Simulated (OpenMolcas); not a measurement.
# Multiconfigurational calculation: Dy²⁺ complex (part 2 of 2)

The same run, continued: Dy²⁺ with 4 ligands (F; tetrahedron, 2.25 Å), neutralised by 4 outer point charges of +0.5 e, whose field is part of the energies. Method: state-averaged CASSCF, active space 10 electrons in the shell 4f, basis ANO-RCC-VDZP on the metal and ANO-RCC-VDZP on the ligands, DKH2 scalar Hamiltonian, spin-orbit coupling by RASSI with atomic mean-field integrals (OpenMolcas).

**Log (extracts), continued**
```
--- RASSI ---
SPIN-FREE ENERGIES:
  (Shifted by EMIN (a.u.) =     -12545.2363688514)

 SF State       Relative EMIN(au)   Rel lowest level(eV)    D:o, cm**(-1)

     1             0.0000000000        0.0000000000              0.0000
     2             0.0000000000        0.0000000000              0.0000
     3             0.0000000000        0.0000000000              0.0000
     4             0.0003430134        0.0093338715             75.2828
     5             0.0003499359        0.0095222402             76.8020
     6             0.0003499359        0.0095222402             76.8020
     7             0.0003499359        0.0095222402             76.8020
     8             0.0003906671        0.0106305935             85.7415
     9             0.0003906671        0.0106305935             85.7415
    10             0.0007693897        0.0209361604            168.8615
    11             0.0007693897        0.0209361604            168.8615
    12             0.0007693897        0.0209361604            168.8615
    13             0.0010778070        0.0293286239            236.5513
    14             0.0746015379        2.0300112623          16373.1450
    15             0.0746015379        2.0300112623          16373.1450
    16             0.0746015379        2.0300112623          16373.1450
    17             0.0747697780        2.0345893098          16410.0695
    18             0.0748553236        2.0369171240          16428.8446
    19             0.0749073212        2.0383320486          16440.2567
    20             0.0749073212        2.0383320486          16440.2567
    21             0.0749073212        2.0383320486          16440.2567
    33             0.0883072993        2.4029640287          19381.2120
    34             0.0884383527        2.4065301749          19409.9749
    35             0.0884383527        2.4065301749          19409.9749
    36             0.0884383527        2.4065301749          19409.9749
    37             0.0885877101        2.4105943956          19442.7550
    38             0.0885877101        2.4105943956          19442.7550
    39             0.0885877101        2.4105943956          19442.7550
    40             0.0887144528        2.4140432419          19470.5718
    41             0.0887144528        2.4140432419          19470.5718
    42             0.0887397421        2.4147313968          19476.1222
    43             0.0887397421        2.4147313968          19476.1222
    44             0.0887397421        2.4147313968          19476.1222
    45             0.0889825705        2.4213390937          19529.4168
    46             0.0889825705        2.4213390937          19529.4168
    47             0.0889825705        2.4213390937          19529.4168
    48             0.1131588096        3.0792080751          24835.4880
    49             0.1131588096        3.0792080751          24835.4880
    50             0.1131627160        3.0793143749          24836.3454
    51             0.1131627160        3.0793143749          24836.3454
Eigenvalues of complex Hamiltonian:
   -----------------------------------
  (Shifted by EMIN (a.u.) =     -12545.2363688514)

 SO State       Relative EMIN(au)   Rel lowest level(eV)    D:o, cm**(-1)

     1            -0.0298000275        0.0000000000              0.0000
     2            -0.0298000274        0.0000000001              0.0000
     3            -0.0298000275        0.0000000000              0.0000
     4            -0.0296758008        0.0033803800             27.2646
     5            -0.0296758008        0.0033803799             27.2646
     6            -0.0295762157        0.0060902280             49.1210
     7            -0.0295762157        0.0060902282             49.1210
     8            -0.0295762157        0.0060902281             49.1210
     9            -0.0295378876        0.0071331890             57.5330
    10            -0.0295378876        0.0071331889             57.5330
    11            -0.0295378876        0.0071331889             57.5330
    12            -0.0294378168        0.0098562531             79.4960
    13            -0.0292306236        0.0154942679            124.9697
    14            -0.0292306236        0.0154942680            124.9697
    15            -0.0292306236        0.0154942680            124.9697
    16            -0.0292062099        0.0161585996            130.3279
    17            -0.0292062099        0.0161585996            130.3279
    18            -0.0103397037        0.5295423860           4271.0474
    19            -0.0103397037        0.5295423860           4271.0474
    20            -0.0103397037        0.5295423861           4271.0474
    21            -0.0103330235        0.5297241649           4272.5135
    22            -0.0103227305        0.5300042511           4274.7726
    23            -0.0103227305        0.5300042514           4274.7726
    24            -0.0103227305        0.5300042513           4274.7726
    25            -0.0103130403        0.5302679350           4276.8993
    26            -0.0103130403        0.5302679350           4276.8993
    27            -0.0102106367        0.5330544792           4299.3743
    28            -0.0102106367        0.5330544793           4299.3743
    29            -0.0102106367        0.5330544791           4299.3743
    30            -0.0101954617        0.5334674120           4302.7049
    31            -0.0101954617        0.5334674119           4302.7049
    32            -0.0101954617        0.5334674120           4302.7049
    33             0.0039051451        0.9171644681           7397.4303
    34             0.0039202152        0.9175745459           7400.7378
    35             0.0039211904        0.9176010832           7400.9519
    36             0.0039211904        0.9176010831           7400.9519
    37             0.0039211904        0.9176010832           7400.9519
    38             0.0039267260        0.9177517153           7402.1668
    39             0.0039267260        0.9177517152           7402.1668
    40             0.0039267260        0.9177517150           7402.1668
    41             0.0040381652        0.9207841294           7426.6249
Weights of the five most important spin-orbit-free states for each spin-orbit state.

 SO State  Total energy (au)           Spin-free states, spin, and weights
 -------------------------------------------------------------------------------------------------------
    1        -0.029800       3 2.0  0.2540    1 2.0  0.2083    2 2.0  0.1871    5 2.0  0.0824    8 2.0  0.0594
    2        -0.029800       2 2.0  0.2538    1 2.0  0.2216    3 2.0  0.1739    7 2.0  0.1061    8 2.0  0.0715
    3        -0.029800       3 2.0  0.2214    1 2.0  0.2195    2 2.0  0.2084    6 2.0  0.0776    9 2.0  0.0750
    4        -0.029676       4 2.0  0.1929    7 2.0  0.1151    5 2.0  0.1130    3 2.0  0.1066    6 2.0  0.1044
    5        -0.029676       4 2.0  0.1929    6 2.0  0.1173    5 2.0  0.1087    7 2.0  0.1066    1 2.0  0.1021
    6        -0.029576       3 2.0  0.1850    9 2.0  0.1250    7 2.0  0.1070   12 2.0  0.0990    8 2.0  0.0949
    7        -0.029576       2 2.0  0.1632    9 2.0  0.1558   10 2.0  0.1066    5 2.0  0.0949    7 2.0  0.0783
    8        -0.029576       1 2.0  0.1766    8 2.0  0.1709    6 2.0  0.1194   10 2.0  0.0823   11 2.0  0.0780
    9        -0.029538       7 2.0  0.2406    4 2.0  0.2371    6 2.0  0.2049   10 2.0  0.0628   11 2.0  0.0520
   10        -0.029538       4 2.0  0.2371    5 2.0  0.2104    7 2.0  0.1968   11 2.0  0.0763    6 2.0  0.0694
   11        -0.029538       4 2.0  0.2371    5 2.0  0.2351    6 2.0  0.2023   12 2.0  0.0656   10 2.0  0.0626
   12        -0.029438       9 2.0  0.2431    8 2.0  0.2431   10 2.0  0.1209   12 2.0  0.1209   11 2.0  0.1209
```

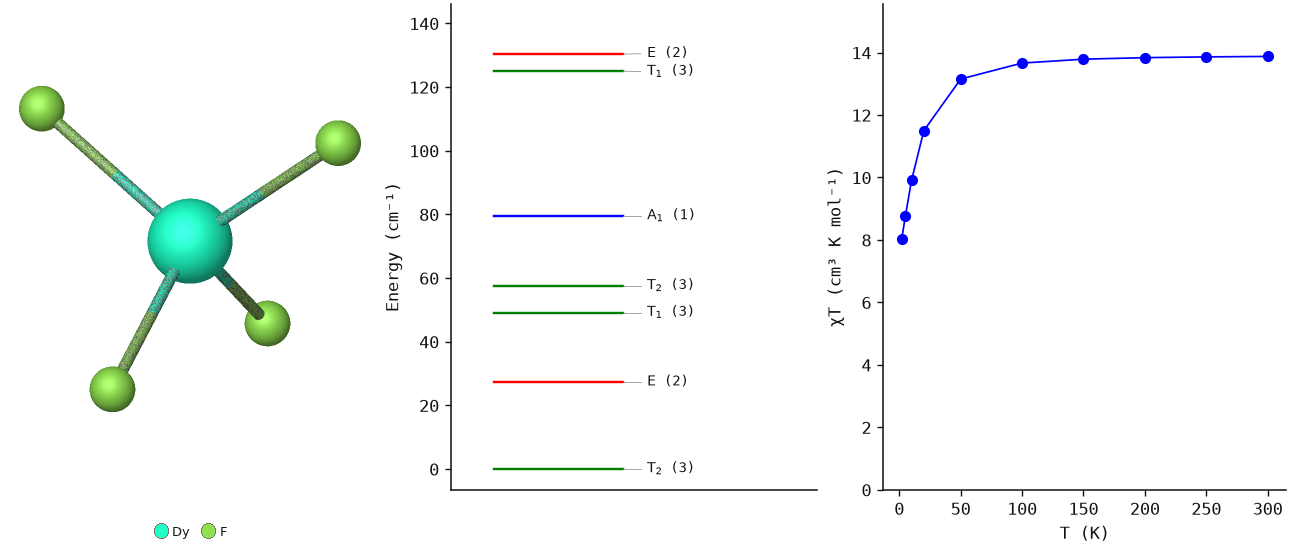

Fig. 1: Dy²⁺ (4f¹⁰) with 4 ligands, F⁻, at 2.25 Å (arrangement: tetrahedron, Td), neutralised by outer point charges of +0.5 e, and its levels and susceptibility. Labels give the representation in O, Td, D4 or D3 as the site allows (double group for half-integer spin) where it could be assigned and, in brackets, the degeneracy; spin-free states, where drawn, share the zero of the spin-orbit levels. Powder susceptibility by Van Vleck's formula. The ground level is T₂, 3-fold degenerate, 95 % from states of spin multiplicity 5 (of the 210 states of multiplicity 3, 106 enter the spin-orbit step), effective J = 8.01, with |mJ| = 7 the largest share (33 %). The next level lies at 27 cm⁻¹ (E). The lowest J multiplet spreads over 130 cm⁻¹. χT is 8.03 cm³ K mol⁻¹ at 2 K and 13.9 at 300 K, an effective moment of 10.54 μB. The active orbitals hold 99 to 100 % metal character (Löwdin), and the Mulliken charge of the metal is +1.69.

**Key numbers**

| quantity | value |
| --- | --- |
| outcome | converged |
| energy of the lowest spin-free term | −12545.23637 hartree |
| energy of the lowest spin-orbit level | −12545.26617 hartree |
| largest spread among components of a term | 0.0 cm⁻¹ |
| wall time | 3.2 min |
| peak memory | 0.6 GiB |

**Remarks**

Without dynamic correlation the splittings between terms come out too large, often by 20 to 50 %. Limits: high states of lower spin left out of the spin-orbit mixing; distances are set from ionic radii, not optimised; spin-free states above about 42,000 cm⁻¹ are left out of the spin-orbit step.
